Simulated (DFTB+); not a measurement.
**Run report: C2H5OS, polarizability calculation**

The run: polarizability calculation of C2H5OS, multiplicity 2, SMILES [CH2]S(C)=O. Method and program: DFTB2, U-SCC (DFTB+ 25.1).

The geometry comes from this level: PBE0-D4/def2-TZVP.

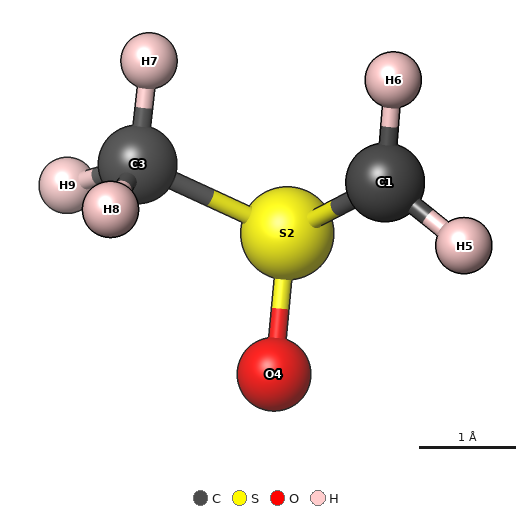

*The input geometry (ball-and-stick view, seen at a tilt; atoms are numbered from 1 in the order of the input).*

### Results in brief

```csv
quantity,value
outcome,converged
total energy,−11.032396 hartree
basis functions,26
dipole moment,1.94 D
hardware,"1 thread of Intel Xeon @ 3.00GHz (Skylake/Cascade Lake), 12 GiB of memory available, shared host"
peak memory,0.07 GiB
```

### Input file (dftb_in.hsd)
```
# DFTB2 finite-field polarizability
Geometry = xyzFormat {
  <<< "input.xyz"
}

Hamiltonian = DFTB {
  SCC = Yes
  SlaterKosterFiles = Type2FileNames {
    Prefix = "slakos/"
    Separator = ""
    Suffix = ".spl"
    LowerCaseTypeName = Yes
  }
  MaxAngularMomentum = {
    C = "p"
    S = "d"
    O = "p"
    H = "s"
  }
  SCCTolerance = 1e-09
  Filling = Fermi {
    Temperature [Kelvin] = 300
  }
  SpinPolarisation = Colinear {
    UnpairedElectrons = 1
  }
  SpinConstants = {
    ShellResolvedSpin = No
    C = -0.023
    S = -0.016
    O = -0.028
    H = -0.072
  }
}

Analysis = {
  Polarisability = {
    Static = Yes
  }
}

Options = {
  WriteResultsTag = Yes
}

InputVersion = 25.1
```

### File input.xyz
```
9

C     -0.435600     1.273000    -0.614000
S     -0.530000    -0.435300    -0.630700
C      0.396300    -0.797600     0.874600
O      0.203300    -1.003000    -1.776700
H     -0.408000     1.758800    -1.581300
H     -0.841600     1.794000     0.245400
H     -0.072700    -0.290100     1.718200
H      1.425600    -0.468400     0.735600
H      0.351100    -1.877700     1.012200
```

Command:
```bash
dftb+ > output.log
```

### What the program printed
```
|  DFTB+ development version (commit: a23bfb2)

Reading input file 'dftb_in.hsd'
Parser version: 14

--------------------------------------------------------------------------------
Reading SK-files:
./slakos/cc.spl
./slakos/cs.spl
./slakos/co.spl
./slakos/ch.spl
./slakos/ss.spl
./slakos/so.spl
./slakos/sh.spl
./slakos/oo.spl
./slakos/oh.spl
./slakos/hh.spl
Done.

Processed input in HSD format written to 'dftb_pin.hsd'

Starting initialization...
--------------------------------------------------------------------------------
OpenMP threads:              1
Chosen random seed:          324015177
Current stacksize:           unlimited
Mode:                        Static calculation
Self consistent charges:     Yes
SCC-tolerance:                 0.100000E-08
Max. scc iterations:                    100
Shell resolved Hubbard:      No
Spin polarisation:           Yes
Nr. of up electrons:            13.000000
Nr. of down electrons:          12.000000
Periodic boundaries:         No
Electronic solver:           Relatively robust
Mixer:                       Broyden mixer
Mixing parameter:                  0.200000
Nr. of chrg. vec. in memory:            100
Max. SCC-cycles:                        100
Electronic temperature:              0.950045E-03 H      0.258520E-01 eV
Initial charges:             Set automatically (system chrg:   0.000E+00)
Included shells:             C:  s, p
                             S:  s, p, d
                             O:  s, p
                             H:  s
Spin coupling constants:     C   1(s)-1(s):  -0.230000E-01
                             C   1(s)-2(p):  -0.230000E-01
                             C   2(p)-1(s):  -0.230000E-01
                             C   2(p)-2(p):  -0.230000E-01
                             S   1(s)-1(s):  -0.160000E-01
                             S   1(s)-2(p):  -0.160000E-01
                             S   1(s)-3(d):  -0.160000E-01
                             S   2(p)-1(s):  -0.160000E-01
                             S   2(p)-2(p):  -0.160000E-01
                             S   2(p)-3(d):  -0.160000E-01
                             S   3(d)-1(s):  -0.160000E-01
                             S   3(d)-2(p):  -0.160000E-01
                             S   3(d)-3(d):  -0.160000E-01
                             O   1(s)-1(s):  -0.280000E-01
                             O   1(s)-2(p):  -0.280000E-01
                             O   2(p)-1(s):  -0.280000E-01
                             O   2(p)-2(p):  -0.280000E-01
                             H   1(s)-1(s):  -0.720000E-01
Extra options:
                             Mulliken analysis

--------------------------------------------------------------------------------

***  Geometry step: 0

 iSCC Total electronic   Diff electronic      SCC error
    1   -0.11245166E+02    0.00000000E+00    0.72880834E+00
    2   -0.11149173E+02   -0.11245166E+02    0.50364930E+00
    3   -0.11262468E+02    0.95992477E-01    0.14726689E+00
    4   -0.11271608E+02   -0.11329506E+00    0.75532950E-01
    5   -0.11272180E+02   -0.91399987E-02    0.30753475E-01
    6   -0.11272222E+02   -0.57179937E-03    0.14032222E-01
    7   -0.11272251E+02   -0.41490632E-04    0.61866620E-02
    8   -0.11272240E+02   -0.29539341E-04    0.55698035E-02
    9   -0.11272254E+02    0.11138288E-04    0.15933644E-02
   10   -0.11272255E+02   -0.14009753E-04    0.94484946E-03
   11   -0.11272255E+02   -0.67032991E-06    0.31586455E-03
   12   -0.11272255E+02   -0.19430974E-06    0.55302647E-04
   13   -0.11272255E+02   -0.88007770E-08    0.25217259E-04
   14   -0.11272255E+02   -0.83640650E-09    0.12406180E-04
   15   -0.11272255E+02   -0.14989254E-09    0.56875349E-06
   16   -0.11272255E+02   -0.45377035E-10    0.83897530E-07
   17   -0.11272255E+02   -0.42632564E-13    0.10851963E-06
   18   -0.11272255E+02    0.35527137E-14    0.21814103E-07
   19   -0.11272255E+02   -0.71054274E-14    0.40363108E-08
   20   -0.11272255E+02   -0.17763568E-14    0.20759212E-08
   21   -0.11272255E+02    0.00000000E+00    0.87294039E-09

Total Energy:                      -11.0323956751 H         -300.2068 eV
Extrapolated to 0K:                -11.0323956751 H         -300.2068 eV
Total Mermin free energy:          -11.0323956751 H         -300.2068 eV
Force related energy:              -11.0323956751 H         -300.2068 eV

 Perturbation calculation with respect to applied electric field

 Non-metallic system
 Polarisabilty for field along x
 Static response calculation
 SCC Iter  Error
 1         0.691175287350E+01
 2         0.139962875993E+02
 3         0.566235028341E+01
 4         0.788201018621E+00
 5         0.211694972583E+00
 6         0.773506864285E-01
 7         0.320124425054E-01
 8         0.753628779715E-02
 9         0.389790703543E-02
 10        0.113118884310E-02
 11        0.835523341579E-04
 12        0.596025537807E-04
 13        0.199774189775E-04
 14        0.186726366425E-05
 Polarisabilty for field along y
 Static response calculation
 SCC Iter  Error
 1         0.176502211219E+02
 2         0.385334837592E+02
 3         0.156081849909E+02
 4         0.976309468581E+00
 5         0.287322519575E+00
 6         0.154360836385E+00
 7         0.498204787471E-01
 8         0.247479991269E-01
 9         0.114061027580E-01
 10        0.170566939287E-02
 11        0.330119015590E-03
 12        0.260111592824E-03
 13        0.319219383522E-04
 14        0.653479571155E-05
 Polarisabilty for field along z
 Static response calculation
 SCC Iter  Error
 1         0.123363927313E+02
 2         0.243031028956E+02
 3         0.979327557172E+01
 4         0.123710332821E+01
 5         0.236841206653E+00
 6         0.868737424682E-01
 7         0.487895997997E-01
 8         0.476379869026E-02
 9         0.351652909043E-02
 10        0.150872430868E-02
 11        0.530023740568E-04
 12        0.342729091528E-04
 13        0.154427176920E-04
 14        0.113245089205E-05

 Electric field polarisability (a.u.)

 Static polarisability:
  0.164759968071E+02 -0.766277870149E+01 -0.552986814536E+00
 -0.766278093797E+01  0.434875544541E+02 -0.134726606449E+01
 -0.552987217015E+00 -0.134726574427E+01  0.366167651942E+02

--------------------------------------------------------------------------------
--------------------------------------------------------------------------------
SCC                                    +       0.02 ( 70.0%)       0.04 ( 83.0%)
--------------------------------------------------------------------------------
Missing                                +       0.01 ( 30.0%)       0.01 ( 17.0%)
Total                                  =       0.03 (100.0%)       0.05 (100.0%)
--------------------------------------------------------------------------------
```

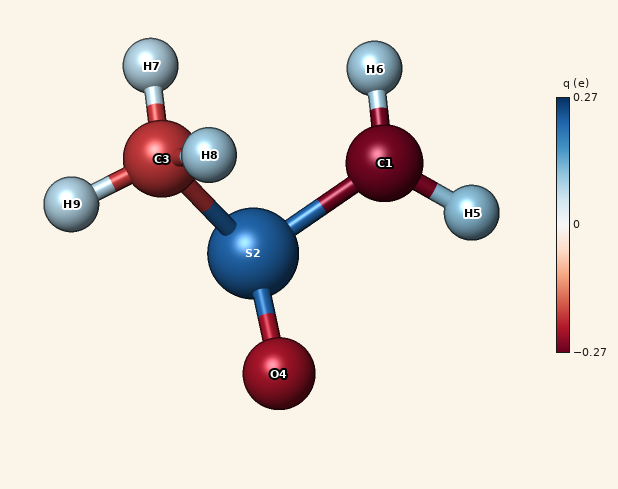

*Mulliken charges, as the colour of each atom (ball-and-stick view, seen at a tilt; atoms are numbered from 1 in the order of the input).*

By element: C −0.26 to −0.19, S +0.22, O −0.22 and H +0.08 to +0.11 e.
